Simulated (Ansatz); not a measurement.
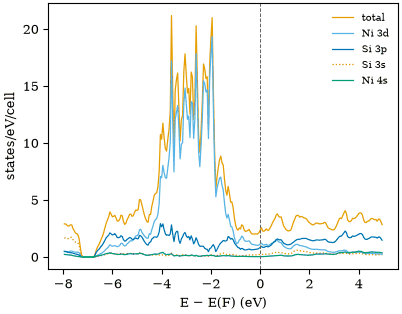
Fig. 1. Total and projected density of states of SiNi in space group Pnma (No. 62; Si on 4c, Ni on 4c), PBE in the plane-wave PAW code Ansatz

Which orbitals carry the states next to the Fermi level?

Within 0.5 eV of the Fermi level: Ni 3d 49 %, Si 3p 35 %, Si 3s 10 %. Projections are on Löwdin-orthogonalised atomic valence shells; empty p or d shells of many metals are not among them.

Where is the tallest occupied peak in this window, and what makes it?

Near -3.6 eV, about 21 states/eV per cell; the largest projected share is Ni 3d.

The cell keeps a stress of up to 0.3 GPa. Symmetry was held in the PBE relaxation. The run is not spin-polarised.

Potentials: the earlier of the program's two PAW sets.
